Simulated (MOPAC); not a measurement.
# Geometry relaxation, with input and output: BSiNH2ClF (charge +1) (part 2 of 3)

BSiNH2ClF, charge +1, multiplicity 2; PM6-D3, unrestricted, dispersion D3 (MOPAC 23.2.5). The starting geometry was optimised with PM6-D3.

Geometry of the input (Å):
```
F  -0.4947  -2.1358  -0.1700
Si 0.1668  -0.8047  0.3277
Cl 1.3870  -1.2333  1.8308
B  -0.7764  0.8545  0.0892
N  0.3580  0.5014  -0.7497
H  -1.5244  1.7609  0.1718
H  0.7863  0.9787  -1.5209
```

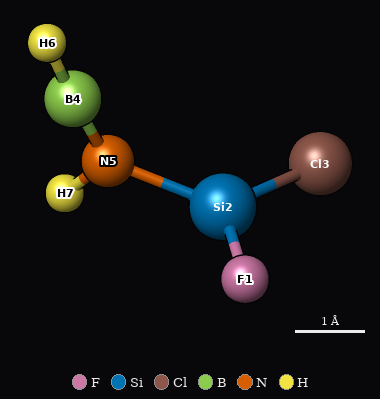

The geometry at step 24 of the log (ball-and-stick view, seen at a tilt; atoms are numbered from 1 in the order of the input).

Trajectory as extended XYZ, continued
```
7
Properties=species:S:1:pos:R:3:forces:R:3 step=6 energy=3.04360
F    -0.5351   -2.1959   -0.1652   -0.2767  -0.3465  -0.1788
Si    0.3286   -1.0599    0.2591    0.9984   0.5965   0.2423
Cl    1.4007   -1.2074    1.8958   -0.3147  -0.0063  -0.5184
B    -0.7967    1.2434   -0.1527   -1.4607   1.6458   0.8834
N     0.2046    0.5632   -0.6628   -0.4036  -1.2934   1.0715
H    -1.6606    1.8231    0.4716    0.7517  -0.6284  -0.7329
H     0.8010    0.8678   -1.3967    0.7056   0.0322  -0.7671
7
Properties=species:S:1:pos:R:3:forces:R:3 step=7 energy=2.95415
F    -0.5485   -2.2348   -0.1519   -0.1842  -0.1786  -0.1271
Si    0.3905   -1.1138    0.2060    0.6812   0.8985   0.5049
Cl    1.4011   -1.2042    1.9156   -0.4418   0.0079  -0.8130
B    -0.8136    1.4067   -0.1928    0.5017  -1.1267   0.3132
N     0.1510    0.5581   -0.6100   -0.8057   0.1809   0.6804
H    -1.6899    1.8123    0.4760    0.1233   0.3255  -0.4327
H     0.8143    0.7969   -1.3607    0.1255  -0.1075  -0.1258
7
Properties=species:S:1:pos:R:3:forces:R:3 step=8 energy=2.90502
F    -0.5446   -2.2231   -0.1524    0.0772   0.1678  -0.0417
Si    0.3727   -1.0586    0.2415    0.2286  -0.3264  -0.0223
Cl    1.3894   -1.2072    1.8758    0.0502  -0.0507   0.0060
B    -0.8032    1.3207   -0.1467    0.9915  -0.4992  -0.7458
N     0.1730    0.5452   -0.5994    0.0995  -0.0766  -0.0881
H    -1.6606    1.8082    0.3608   -1.3749   0.9693   0.7265
H     0.8152    0.8069   -1.3856   -0.0720  -0.1841   0.1656
7
Properties=species:S:1:pos:R:3:forces:R:3 step=9 energy=2.84975
F    -0.5452   -2.2178   -0.1577    0.0055   0.0432  -0.0567
Si    0.3809   -1.0727    0.2426    0.1818   0.0335  -0.1871
Cl    1.3884   -1.2032    1.8792    0.0954  -0.0693   0.0801
B    -0.8024    1.3257   -0.1560   -0.1989   0.1446   0.0703
N     0.1690    0.5420   -0.6042    0.0444  -0.1913   0.0784
H    -1.6837    1.8379    0.4029   -0.0802   0.2117  -0.0872
H     0.8167    0.7997   -1.3824   -0.0480  -0.1725   0.1022
7
Properties=species:S:1:pos:R:3:forces:R:3 step=10 energy=2.83462
F    -0.5490   -2.2208   -0.1561    0.0286   0.0657  -0.0448
Si    0.3970   -1.0837    0.2305    0.1019   0.0390  -0.1182
Cl    1.3880   -1.2014    1.8816    0.0782  -0.0676   0.0432
B    -0.8070    1.3503   -0.1625   -0.0356  -0.1706   0.0738
N     0.1581    0.5379   -0.5913   -0.1432   0.0056   0.1681
H    -1.6945    1.8547    0.3982   -0.0176   0.2292  -0.1434
H     0.8169    0.7780   -1.3621   -0.0123  -0.1014   0.0214
7
Properties=species:S:1:pos:R:3:forces:R:3 step=11 energy=2.81645
F    -0.5550   -2.2185   -0.1555    0.0518   0.0654  -0.0363
Si    0.4208   -1.0980    0.2160   -0.0442   0.0597  -0.0801
Cl    1.3878   -1.1991    1.8818    0.1094  -0.0801   0.0775
B    -0.8133    1.3699   -0.1648   -0.1144  -0.2090   0.1077
N     0.1412    0.5331   -0.5672    0.0144  -0.0175   0.0444
H    -1.7109    1.8955    0.3654    0.0717   0.1912  -0.1671
H     0.8175    0.7425   -1.3387   -0.0888  -0.0097   0.0540
7
Properties=species:S:1:pos:R:3:forces:R:3 step=12 energy=2.80301
F    -0.5611   -2.2079   -0.1594    0.0747   0.0487  -0.0201
Si    0.4385   -1.1025    0.2059   -0.0938  -0.2249   0.0636
Cl    1.3904   -1.1972    1.8799    0.1343  -0.0961   0.1123
B    -0.8229    1.3696   -0.1587   -0.0787  -0.1698  -0.0044
N     0.1327    0.5164   -0.5440   -0.2396   0.3225   0.0881
H    -1.7247    1.9540    0.3137    0.2292   0.0204  -0.1787
H     0.8130    0.7134   -1.3122   -0.0261   0.0991  -0.0608
7
Properties=species:S:1:pos:R:3:forces:R:3 step=13 energy=2.79431
F    -0.5640   -2.2002   -0.1625    0.0210  -0.0342  -0.0335
Si    0.4464   -1.1118    0.2037   -0.0619  -0.0004   0.0992
Cl    1.3973   -1.2006    1.8824    0.1020  -0.1003   0.0577
B    -0.8304    1.3689   -0.1610   -0.3077   0.1537   0.0224
N     0.1222    0.5211   -0.5299    0.1685  -0.1359  -0.0617
H    -1.7280    1.9868    0.2710    0.1881  -0.0112  -0.1115
H     0.8094    0.7016   -1.3043   -0.1100   0.1283   0.0273
7
Properties=species:S:1:pos:R:3:forces:R:3 step=14 energy=2.78693
F    -0.5644   -2.1946   -0.1677   -0.0019  -0.0685  -0.0330
Si    0.4428   -1.1104    0.2111    0.0038   0.0073   0.1281
Cl    1.4060   -1.2065    1.8840    0.0750  -0.0997   0.0241
B    -0.8384    1.3640   -0.1659   -0.1558   0.1425  -0.0621
N     0.1215    0.5201   -0.5261    0.1025  -0.1294  -0.0269
H    -1.7237    2.0029    0.2442    0.0427   0.0383  -0.0332
H     0.8034    0.7089   -1.3008   -0.0664   0.1095   0.0030
7
Properties=species:S:1:pos:R:3:forces:R:3 step=15 energy=2.77600
F    -0.5672   -2.1836   -0.1831    0.0178  -0.0809   0.0066
Si    0.4406   -1.1099    0.2307    0.0145   0.0457   0.1236
Cl    1.4300   -1.2239    1.8892    0.0252  -0.1021  -0.0352
B    -0.8608    1.3643   -0.1860    0.1024   0.0778  -0.1376
N     0.1128    0.5165   -0.5117   -0.0513  -0.0393   0.0189
H    -1.7212    2.0563    0.1750   -0.0919   0.0407   0.0289
H     0.7882    0.7207   -1.2874   -0.0167   0.0580  -0.0052
7
Properties=species:S:1:pos:R:3:forces:R:3 step=16 energy=2.77091
F    -0.5663   -2.1801   -0.1921    0.0625  -0.0468   0.0422
Si    0.4371   -1.1067    0.2488   -0.0507   0.0710   0.0394
Cl    1.4467   -1.2396    1.8912    0.0220  -0.1015  -0.0282
B    -0.8744    1.3704   -0.2058    0.1985   0.0146  -0.1130
N     0.1046    0.5165   -0.5041   -0.0916  -0.0003   0.0278
H    -1.7212    2.0859    0.1336   -0.1587   0.0595   0.0384
H     0.7782    0.7319   -1.2781    0.0179   0.0035  -0.0066
7
Properties=species:S:1:pos:R:3:forces:R:3 step=17 energy=2.76678
F    -0.5617   -2.1788   -0.1979    0.1036  -0.0078   0.0736
Si    0.4327   -1.1011    0.2666   -0.1169   0.0656  -0.0325
Cl    1.4625   -1.2579    1.8920    0.0215  -0.0950  -0.0190
B    -0.8858    1.3804   -0.2271    0.1631   0.0186  -0.0384
N     0.0940    0.5173   -0.4967   -0.0766   0.0438   0.0037
H    -1.7259    2.1155    0.0926   -0.1338   0.0224   0.0112
H     0.7697    0.7403   -1.2681    0.0391  -0.0476   0.0013
7
Properties=species:S:1:pos:R:3:forces:R:3 step=18 energy=2.76207
F    -0.5506   -2.1820   -0.1975    0.1215   0.0267   0.0858
Si    0.4243   -1.0912    0.2846   -0.1552   0.0612  -0.0804
Cl    1.4760   -1.2804    1.8906    0.0187  -0.0784  -0.0178
B    -0.8938    1.3961   -0.2506    0.1091  -0.0262   0.0457
N     0.0823    0.5217   -0.4926   -0.0065   0.0639  -0.0364
H    -1.7339    2.1351    0.0577   -0.1424   0.0486  -0.0082
H     0.7638    0.7478   -1.2596    0.0548  -0.0958   0.0112
7
Properties=species:S:1:pos:R:3:forces:R:3 step=19 energy=2.75617
F    -0.5298   -2.1868   -0.1914    0.1053   0.0435   0.0764
Si    0.4120   -1.0750    0.3064   -0.1590   0.0182  -0.0766
Cl    1.4919   -1.3140    1.8857    0.0135  -0.0466  -0.0208
B    -0.9038    1.4188   -0.2800   -0.1094   0.0606   0.1558
N     0.0653    0.5283   -0.4853    0.0722   0.1107  -0.0852
H    -1.7524    2.1700    0.0010    0.0165  -0.0643  -0.0684
H     0.7582    0.7487   -1.2463    0.0608  -0.1223   0.0188
7
Properties=species:S:1:pos:R:3:forces:R:3 step=20 energy=2.75161
F    -0.5074   -2.1966   -0.1771    0.0502   0.0447   0.0285
Si    0.3971   -1.0584    0.3184   -0.1040   0.0001  -0.0370
Cl    1.4956   -1.3378    1.8781    0.0172  -0.0102  -0.0207
B    -0.9046    1.4362   -0.2958   -0.1761   0.0143   0.1774
N     0.0583    0.5395   -0.4880    0.1862   0.0410  -0.1157
H    -1.7661    2.1694   -0.0192   -0.0236   0.0276  -0.0581
H     0.7608    0.7466   -1.2447    0.0501  -0.1175   0.0255
7
Properties=species:S:1:pos:R:3:forces:R:3 step=21 energy=2.74861
F    -0.4941   -2.1992   -0.1685   -0.0087   0.0094  -0.0164
Si    0.3898   -1.0497    0.3235   -0.0547  -0.0079   0.0191
Cl    1.4971   -1.3511    1.8721    0.0331   0.0072  -0.0049
B    -0.9081    1.4429   -0.3002   -0.2205   0.0762   0.1365
N     0.0559    0.5448   -0.4858    0.1388   0.0416  -0.0937
H    -1.7772    2.1818   -0.0451    0.0760  -0.0566  -0.0595
H     0.7634    0.7360   -1.2420    0.0360  -0.0699   0.0189
7
Properties=species:S:1:pos:R:3:forces:R:3 step=22 energy=2.74690
F    -0.4892   -2.2006   -0.1655   -0.0326   0.0012  -0.0357
Si    0.3838   -1.0449    0.3261   -0.0119  -0.0102   0.0425
Cl    1.4968   -1.3544    1.8692    0.0326   0.0160  -0.0047
B    -0.9097    1.4410   -0.2970   -0.1005   0.0433   0.0477
N     0.0602    0.5489   -0.4881    0.0577   0.0132  -0.0412
H    -1.7789    2.1796   -0.0515    0.0275  -0.0312  -0.0220
H     0.7670    0.7301   -1.2460    0.0271  -0.0322   0.0134
7
Properties=species:S:1:pos:R:3:forces:R:3 step=23 energy=2.74630
F    -0.4901   -2.1990   -0.1696   -0.0228   0.0147  -0.0261
Si    0.3801   -1.0439    0.3308   -0.0103   0.0030   0.0252
Cl    1.4999   -1.3548    1.8689    0.0250   0.0130  -0.0100
B    -0.9129    1.4376   -0.2951    0.0614  -0.0221  -0.0369
N     0.0634    0.5502   -0.4886   -0.0488   0.0075   0.0305
H    -1.7780    2.1810   -0.0601   -0.0262  -0.0107   0.0104
H     0.7691    0.7252   -1.2476    0.0218  -0.0055   0.0069
7
Properties=species:S:1:pos:R:3:forces:R:3 step=24 energy=2.74604
F    -0.4901   -2.1981   -0.1718   -0.0144   0.0222  -0.0150
Si    0.3786   -1.0433    0.3344   -0.0205   0.0015   0.0083
Cl    1.5025   -1.3564    1.8687    0.0229   0.0118  -0.0091
B    -0.9137    1.4383   -0.2977    0.0509  -0.0165  -0.0313
N     0.0623    0.5500   -0.4877   -0.0366   0.0004   0.0311
H    -1.7787    2.1826   -0.0652   -0.0243  -0.0117   0.0090
H     0.7692    0.7244   -1.2457    0.0222  -0.0077   0.0071
7
Properties=species:S:1:pos:R:3:forces:R:3 step=25 energy=2.74526
F    -0.4904   -2.1916   -0.1842    0.0018   0.0176   0.0209
Si    0.3697   -1.0417    0.3519   -0.0568   0.0096  -0.0593
Cl    1.5150   -1.3614    1.8663    0.0277  -0.0018   0.0163
B    -0.9156    1.4413   -0.3101    0.0013  -0.0232   0.0043
N     0.0574    0.5475   -0.4808    0.0308   0.0007   0.0126
H    -1.7838    2.1844   -0.0878   -0.0256   0.0063   0.0009
H     0.7730    0.7148   -1.2327    0.0208  -0.0091   0.0044
7
Properties=species:S:1:pos:R:3:forces:R:3 step=26 energy=2.74510
F    -0.4904   -2.1915   -0.1842   -0.0056   0.0106   0.0142
Si    0.3681   -1.0411    0.3514   -0.0284  -0.0024  -0.0269
Cl    1.5149   -1.3606    1.8660    0.0159   0.0009   0.0007
B    -0.9151    1.4396   -0.3087   -0.0017  -0.0028  -0.0060
N     0.0593    0.5479   -0.4810    0.0243  -0.0071   0.0094
H    -1.7843    2.1820   -0.0866   -0.0231   0.0018   0.0033
H     0.7748    0.7130   -1.2334    0.0185  -0.0009   0.0054
7
Properties=species:S:1:pos:R:3:forces:R:3 step=27 energy=2.74502
F    -0.4902   -2.1896   -0.1868   -0.0257  -0.0152   0.0066
Si    0.3615   -1.0399    0.3550    0.0283  -0.0175   0.0258
Cl    1.5180   -1.3601    1.8638   -0.0058   0.0028  -0.0197
B    -0.9149    1.4379   -0.3104    0.0087   0.0016  -0.0120
N     0.0625    0.5483   -0.4781   -0.0067   0.0077  -0.0058
H    -1.7884    2.1762   -0.0904   -0.0143  -0.0008   0.0010
H     0.7812    0.7055   -1.2290    0.0155   0.0214   0.0041
7
Properties=species:S:1:pos:R:3:forces:R:3 step=28 energy=2.74493
F    -0.4913   -2.1902   -0.1860   -0.0216  -0.0116   0.0079
Si    0.3636   -1.0412    0.3528    0.0082  -0.0071   0.0094
Cl    1.5164   -1.3585    1.8642    0.0063  -0.0012  -0.0089
B    -0.9141    1.4377   -0.3092   -0.0043   0.0034  -0.0029
N     0.0626    0.5481   -0.4787    0.0072  -0.0019  -0.0062
H    -1.7876    2.1751   -0.0862   -0.0142   0.0012  -0.0016
H     0.7808    0.7078   -1.2293    0.0183   0.0171   0.0022
7
Properties=species:S:1:pos:R:3:forces:R:3 step=29 energy=2.74481
F    -0.4920   -2.1910   -0.1853   -0.0168  -0.0033   0.0103
Si    0.3639   -1.0416    0.3524   -0.0006  -0.0029  -0.0035
Cl    1.5161   -1.3582    1.8640    0.0093  -0.0019  -0.0047
B    -0.9139    1.4379   -0.3098   -0.0146   0.0036   0.0067
N     0.0631    0.5485   -0.4788    0.0103  -0.0049  -0.0056
H    -1.7884    2.1741   -0.0850   -0.0083  -0.0016  -0.0064
H     0.7820    0.7108   -1.2281    0.0207   0.0110   0.0033
7
Properties=species:S:1:pos:R:3:forces:R:3 step=30 energy=2.74451
F    -0.4961   -2.1928   -0.1839   -0.0073   0.0115   0.0141
Si    0.3644   -1.0442    0.3505   -0.0205   0.0191  -0.0323
Cl    1.5159   -1.3555    1.8628    0.0193  -0.0088   0.0081
B    -0.9134    1.4371   -0.3107   -0.0346   0.0024   0.0289
N     0.0662    0.5499   -0.4775    0.0031  -0.0126  -0.0025
H    -1.7925    2.1682   -0.0825    0.0141  -0.0139  -0.0201
H     0.7893    0.7190   -1.2208    0.0259   0.0023   0.0038
7
Properties=species:S:1:pos:R:3:forces:R:3 step=31 energy=2.74416
F    -0.4998   -2.1938   -0.1832    0.0017   0.0284   0.0208
Si    0.3623   -1.0453    0.3512   -0.0254   0.0269  -0.0475
Cl    1.5183   -1.3549    1.8606    0.0169  -0.0117   0.0077
B    -0.9141    1.4363   -0.3137   -0.0447  -0.0003   0.0386
N     0.0693    0.5519   -0.4748   -0.0061  -0.0169   0.0017
H    -1.7988    2.1627   -0.0881    0.0319  -0.0245  -0.0284
H     0.7994    0.7267   -1.2097    0.0257  -0.0018   0.0070
7
Properties=species:S:1:pos:R:3:forces:R:3 step=32 energy=2.74296
F    -0.5197   -2.1958   -0.1785    0.0297   0.0854   0.0429
Si    0.3507   -1.0501    0.3558   -0.0247   0.0656  -0.0927
Cl    1.5324   -1.3536    1.8475    0.0037  -0.0261   0.0018
B    -0.9202    1.4296   -0.3302   -0.0416  -0.0312   0.0523
N     0.0857    0.5621   -0.4578   -0.0640  -0.0010  -0.0018
H    -1.8330    2.1337   -0.1295    0.1156  -0.0759  -0.0538
H     0.8565    0.7660   -1.1444   -0.0188  -0.0168   0.0513
7
Properties=species:S:1:pos:R:3:forces:R:3 step=33 energy=2.74193
F    -0.5215   -2.1937   -0.1772    0.0219   0.0782   0.0396
Si    0.3489   -1.0491    0.3572   -0.0075   0.0474  -0.0724
Cl    1.5352   -1.3557    1.8452   -0.0024  -0.0242  -0.0051
B    -0.9221    1.4274   -0.3332   -0.0395  -0.0207   0.0368
N     0.0866    0.5631   -0.4550   -0.0649  -0.0085   0.0154
H    -1.8364    2.1306   -0.1417    0.0917  -0.0633  -0.0439
H     0.8632    0.7707   -1.1321    0.0007  -0.0089   0.0297
7
Properties=species:S:1:pos:R:3:forces:R:3 step=34 energy=2.73604
F    -0.5550   -2.1716   -0.1549   -0.0527   0.0074   0.0050
Si    0.3342   -1.0455    0.3664    0.1454  -0.0055   0.0787
Cl    1.5705   -1.3776    1.8144   -0.0588  -0.0161  -0.0702
B    -0.9498    1.4035   -0.3774    0.1333  -0.0442  -0.0897
N     0.1016    0.5781   -0.4100   -0.0029   0.1787  -0.0575
H    -1.8935    2.0883   -0.3017    0.0627  -0.0884   0.0072
H     0.9693    0.8500   -0.9582   -0.2270  -0.0319   0.1264
7
Properties=species:S:1:pos:R:3:forces:R:3 step=35 energy=2.73483
F    -0.5515   -2.1662   -0.1503   -0.0778  -0.0417  -0.0167
Si    0.3493   -1.0460    0.3563    0.0797  -0.0465   0.0950
Cl    1.5611   -1.3778    1.8191    0.0091  -0.0251  -0.0107
B    -0.9491    1.4031   -0.3716    0.0847  -0.0116  -0.0787
N     0.0925    0.5735   -0.4134    0.0370   0.0508  -0.0021
H    -1.8758    2.0968   -0.2887   -0.1294   0.0410   0.0251
H     0.9434    0.8401   -0.9717   -0.0033   0.0332  -0.0119
7
Properties=species:S:1:pos:R:3:forces:R:3 step=36 energy=2.73103
F    -0.5715   -2.1598   -0.1402   -0.0690  -0.0133  -0.0104
Si    0.3447   -1.0476    0.3602    0.0764   0.0088   0.0363
Cl    1.5761   -1.3848    1.8046    0.0099  -0.0360   0.0063
B    -0.9592    1.3929   -0.3954    0.1589  -0.0414  -0.0788
N     0.1021    0.5841   -0.3929    0.0867   0.1053  -0.0355
H    -1.9041    2.0690   -0.3506   -0.0817  -0.0054   0.0100
H     0.9911    0.8839   -0.8863   -0.1812  -0.0181   0.0721
7
Properties=species:S:1:pos:R:3:forces:R:3 step=37 energy=2.72998
F    -0.5971   -2.1494   -0.1248   -0.0300   0.0518   0.0098
Si    0.3422   -1.0473    0.3685    0.0218   0.0797  -0.0328
Cl    1.6011   -1.4032    1.7852    0.0076  -0.0390   0.0016
B    -0.9764    1.3840   -0.4383    0.2758  -0.1003  -0.0304
N     0.1082    0.6004   -0.3602    0.0706   0.2336  -0.0899
H    -1.9438    2.0423   -0.4528    0.0938  -0.1377  -0.0064
H     1.0408    0.9416   -0.7616   -0.4396  -0.0881   0.1483
7
Properties=species:S:1:pos:R:3:forces:R:3 step=38 energy=2.72608
F    -0.5879   -2.1567   -0.1334    0.0125   0.1036   0.0355
Si    0.3420   -1.0465    0.3719   -0.0282   0.0453  -0.0660
Cl    1.5955   -1.4001    1.7932    0.0067  -0.0354   0.0005
B    -0.9679    1.3917   -0.4312    0.0388  -0.0125   0.0186
N     0.1047    0.5990   -0.3725    0.0035  -0.0073   0.0158
H    -1.9323    2.0511   -0.4112    0.0558  -0.0907  -0.0313
H     1.0091    0.9220   -0.8088   -0.0891  -0.0030   0.0270
7
Properties=species:S:1:pos:R:3:forces:R:3 step=39 energy=2.72269
F    -0.5990   -2.1452   -0.1266   -0.0131   0.0697   0.0198
Si    0.3436   -1.0453    0.3710   -0.0034   0.0280  -0.0430
Cl    1.6008   -1.4049    1.7863    0.0204  -0.0422   0.0161
B    -0.9714    1.3798   -0.4428    0.0208   0.0153   0.0169
N     0.1081    0.6022   -0.3622    0.1278  -0.0077  -0.0081
H    -1.9404    2.0264   -0.4404   -0.0287  -0.0380  -0.0372
H     1.0234    0.9454   -0.7641   -0.1238  -0.0250   0.0356
7
Properties=species:S:1:pos:R:3:forces:R:3 step=40 energy=2.71395
F    -0.6314   -2.1035   -0.1041   -0.0710  -0.0029  -0.0057
Si    0.3448   -1.0352    0.3848    0.0713   0.0105   0.0331
Cl    1.6350   -1.4403    1.7594    0.0033  -0.0354  -0.0061
B    -0.9948    1.3496   -0.5046    0.2587  -0.0590   0.0670
N     0.1116    0.6184   -0.3150    0.0423   0.2628  -0.1131
H    -1.9807    1.9679   -0.5956    0.0246  -0.1023  -0.0421
H     1.0592    1.0191   -0.5937   -0.3292  -0.0736   0.0670
7
Properties=species:S:1:pos:R:3:forces:R:3 step=41 energy=2.70612
F    -0.6561   -2.0695   -0.0898   -0.0799  -0.0214  -0.0091
Si    0.3501   -1.0267    0.3952    0.0812  -0.0133   0.0476
Cl    1.6572   -1.4669    1.7425   -0.0014  -0.0318  -0.0080
B    -1.0063    1.3239   -0.5451    0.2262   0.0066   0.0845
N     0.1132    0.6318   -0.2851   -0.0100   0.3186  -0.1288
H    -2.0064    1.9148   -0.7001    0.1365  -0.1787  -0.0251
H     1.0641    1.0710   -0.4844   -0.3527  -0.0801   0.0388
7
Properties=species:S:1:pos:R:3:forces:R:3 step=42 energy=2.69286
F    -0.7118   -1.9708   -0.0618   -0.0428  -0.0507   0.0112
Si    0.3806   -1.0018    0.4145    0.0346  -0.1983   0.1100
Cl    1.6968   -1.5337    1.7165   -0.0007  -0.0222  -0.0267
B    -1.0187    1.2533   -0.6212   -0.4057   0.2978  -0.0776
N     0.1123    0.6635   -0.2316   -0.4658  -0.2081  -0.0119
H    -2.0430    1.7566   -0.9042    0.2369  -0.2092   0.0296
H     0.9906    1.1784   -0.2995    0.6436   0.3906  -0.0347
```
